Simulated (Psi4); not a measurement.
# CH7AlSi (SMILES [CH3][AlH][SiH3]): M06-L/cc-pVDZ

What is the energy change on altering one bond length of CH7AlSi at M06-L/cc-pVDZ? 

The results are computed with Psi4 1.11.

1 further run of the same task is left out (set aside as unsound or not needed). Runs told in other sessions of the task aren't counted.

## (1) The structure to begin with

CH7AlSi: 10 atoms, total charge 0, spin state singlet. As SMILES, `[CH3][AlH][SiH3]`. Geometry: relaxed at PBE0-D4/def2-TZVP.

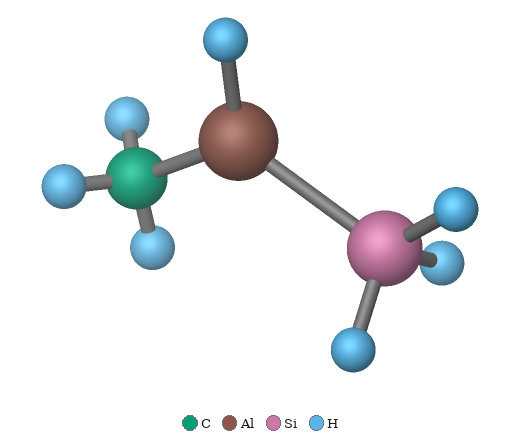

The structure, seen from a chosen angle (carbon teal, aluminium brown, silicon pink, hydrogen blue).

## (2) Energy and gradient at M06-L/cc-pVDZ

File input.json:

```json
{
  "schema_name": "qcschema_input",
  "schema_version": 1,
  "molecule": {
    "schema_name": "qcschema_molecule",
    "schema_version": 2,
    "symbols": ["C", "Al", "Si", "H", "H", "H", "H", "H", "H", "H"],
    "geometry": [-2.6992848, 1.82774311, -1.49741898, 0.77308696, 0.58487024, -1.36230356, 2.19529484, -2.09249374, 2.1644923, -3.60786512, 1.24589643, -3.26450188, -3.87507239, 1.17937807, 0.06916398, -2.71742617, 3.898505, -1.49363953, 2.67755295, 1.34019377, -3.56723601, 0.63286928, -4.43632105, 2.34515012, 1.89010407, -0.74644182, 4.62699442, 4.88796559, -2.89808398, 1.98496832],
    "molecular_charge": 0,
    "molecular_multiplicity": 1,
    "fix_symmetry": "c1"
  },
  "driver": "gradient",
  "model": {
    "method": "m06-l",
    "basis": "cc-pVDZ"
  },
  "keywords": {
    "puream": true,
    "e_convergence": 1e-09,
    "d_convergence": 1e-08,
    "scf_type": "pk",
    "dft_radial_points": 99,
    "dft_spherical_points": 590,
    "scf_properties": ["QUADRUPOLE", "MAYER_INDICES", "MULLIKEN_CHARGES"]
  }
}
```

The run is started by

```bash
$ psi4 --qcschema input.json -n 1 --memory 2200MB
```

stdout:

```text
[...]
  Running in c1 symmetry.
[...]
  Nuclear repulsion =  127.815678262455876
[...]
  Multiplicity = 1
[...]
  Nalpha       = 20
  Nbeta        = 20
[...]
    Number of basis functions: 85
[...]
   @RKS iter   1:  -573.90009913149356   -4.10161e-01   8.62796e-03 ADIIS/DIIS
[...]
   @RKS iter  12:  -574.20799180658912   -1.36424e-12   2.45944e-09 DIIS
[...]
  @RKS Final Energy:  -574.20799180658912
   => Energetics <=
    Nuclear Repulsion Energy =            127.8156782624558758
    One-Electron Energy =               -1048.3497177917497538
    Two-Electron Energy =                 393.9468751024714948
    DFT Exchange-Correlation Energy =     -47.6208273797667658
    Empirical Dispersion Energy =           0.0000000000000000
    VV10 Nonlocal Energy =                  0.0000000000000000
    Total Energy =                       -574.2079918065891206
[...]
 Multipole Moments:
 ------------------------------------------------------------------------------------
     Multipole            Electronic (a.u.)      Nuclear  (a.u.)        Total (a.u.)
 ------------------------------------------------------------------------------------
 L = 1.  Multiply by 2.5417464519 to convert [e a0] to [Debye]
 Dipole X            :          2.0977792           -2.4225707           -0.3247915
 Dipole Y            :         -0.1118393            0.3413707            0.2295314
 Dipole Z            :         -0.9740852            0.7769082           -0.1971770
 Magnitude           :                                                    0.4439064
 L = 2.  Multiply by 1.3450342976 to convert [e a0^2] to [Debye ang]
 Quadrupole XX       :       -202.8373576          174.5777511          -28.2596065
 Quadrupole XY       :        116.4734309         -115.6920907            0.7813402
[...]
  -Total Gradient:
     Atom            X                  Y                   Z
    ------   -----------------  -----------------  -----------------
       1       -0.004709353434     0.001789545117    -0.000230173067
       2       -0.002565643530     0.000826109704     0.000047606305
       3        0.000929101623    -0.002513304447     0.003493410291
       4        0.002512030549     0.000655800880     0.003517121682
       5        0.003460974462     0.001025196214    -0.003317295328
       6        0.000879501292    -0.004291087012     0.000209018273
       7        0.000591485766     0.000239229139    -0.000680296625
       8        0.001286093839     0.002024622890    -0.000408775055
       9        0.000273307485    -0.000891608327    -0.002246639155
      10       -0.002438914066     0.000894486441    -0.000089249680
[...]
```

It took 50 s on 1 thread of Intel Xeon Platinum 8559C (Emerald Rapids), shared host; peak memory 1.4 GiB.

## (3) The distorted shape: a single-point energy at M06-L/cc-pVDZ

File run.py:

```python
import psi4

psi4.set_memory(2200000000)
psi4.set_num_threads(1)
psi4.core.set_output_file('ch7alsi.out', False)

molecule = psi4.geometry("""
0 1
C     -1.379947     0.753499    -1.183350
Al     0.457553     0.095799    -1.111850
Si     1.210153    -1.321001     0.754450
H     -1.860747     0.445599    -2.118450
H     -2.002147     0.410399    -0.354350
H     -1.389547     1.849299    -1.181350
H      1.465353     0.495499    -2.278650
H      0.383353    -2.561301     0.850050
H      1.000200    -0.395000     2.448500
H      2.635053    -1.747301     0.659450
symmetry c1
no_reorient
no_com
""")

options = {'puream': True, 'e_convergence': 1e-09, 'd_convergence': 1e-08, 'scf_type': 'pk', 'dft_radial_points': 99, 'dft_spherical_points': 590}
psi4.set_options(options)

e_tot = psi4.energy('m06-l/cc-pVDZ')
print(f'total energy {e_tot:.8f} hartree = {e_tot * 27.211386:.5f} eV')
```

The run is started by

```bash
$ python run.py
```

ch7alsi.out:

```text
[...]
  Running in c1 symmetry.
[...]
  Nuclear repulsion =  126.361924282538126
[...]
  Multiplicity = 1
[...]
  Nalpha       = 20
  Nbeta        = 20
[...]
    Number of basis functions: 85
[...]
   @RKS iter   1:  -573.86231638429592   -4.57811e-01   8.63307e-03 DIIS/ADIIS
[...]
   @RKS iter  12:  -574.17322448794198   -5.00222e-12   7.19979e-09 DIIS
[...]
    Orbital Energies [Eh]
    ---------------------
    Doubly Occupied:
       1A    -65.841672     2A    -55.775513     3A    -10.033909
       4A     -5.247711     5A     -4.105697     6A     -3.558254
       7A     -3.556233     8A     -3.555246     9A     -2.618291
      10A     -2.609392    11A     -2.608140    12A     -0.648527
      13A     -0.487544    14A     -0.366705    15A     -0.362056
      16A     -0.359589    17A     -0.319833    18A     -0.282759
      19A     -0.262980    20A     -0.239158
[...]
  @RKS Final Energy:  -574.17322448794198
   => Energetics <=
    Nuclear Repulsion Energy =            126.3619242825381264
    One-Electron Energy =               -1045.1659996400853743
    Two-Electron Energy =                 392.1629305720022103
    DFT Exchange-Correlation Energy =     -47.5320797023969561
    Empirical Dispersion Energy =           0.0000000000000000
    VV10 Nonlocal Energy =                  0.0000000000000000
    Total Energy =                       -574.1732244879419795
[...]
 Multipole Moments:
 ------------------------------------------------------------------------------------
     Multipole            Electronic (a.u.)      Nuclear  (a.u.)        Total (a.u.)
 ------------------------------------------------------------------------------------
 L = 1.  Multiply by 2.5417464519 to convert [e a0] to [Debye]
 Dipole X            :        -28.3585999           28.0476307           -0.3109692
 Dipole Y            :         27.0132807          -26.8916324            0.1216483
 Dipole Z            :         24.0248604          -24.5034173           -0.4785568
 Magnitude           :                                                    0.5835382
[...]
```

Standard output:

```text
total energy -574.17322449 hartree = -15624.04924 eV
```

Wall time 35 s (1 thread of Intel Xeon Platinum 8559C (Emerald Rapids), shared host); peak memory 1.4 GiB.

## (4) Summary of results

Level: M06-L/cc-pVDZ.

```
                                                          quantity          value
                                         first shape: total energy  -574.20799 Eh
                                        first shape: dipole moment         1.13 D
                                          first shape: HOMO energy       -6.40 eV
                                          first shape: LUMO energy       -1.98 eV
                                        first shape: HOMO–LUMO gap        4.41 eV
                             first shape: largest force on an atom     0.259 eV/Å
                                     distorted shape: total energy  -574.17322 Eh
                                    distorted shape: dipole moment         1.48 D
                                      distorted shape: HOMO energy       -6.51 eV
                                      distorted shape: LUMO energy       -2.23 eV
                                    distorted shape: HOMO–LUMO gap        4.28 eV
energy change with the Si3–H9 bond stretched from 1.494 to 1.942 Å       0.946 eV
```

What this shows: With the Si3–H9 bond stretched from 1.494 to 1.942 Å the energy rises by 0.95 eV (21.8 kcal/mol). The first shape isn't relaxed at this level, so the change isn't measured from a minimum. The largest force (first shape) is 0.26 eV/Å: the shape isn't a stationary point for this species at this level. Mulliken charges (first shape) run from -0.36 on C1 to +0.57 on Al2.
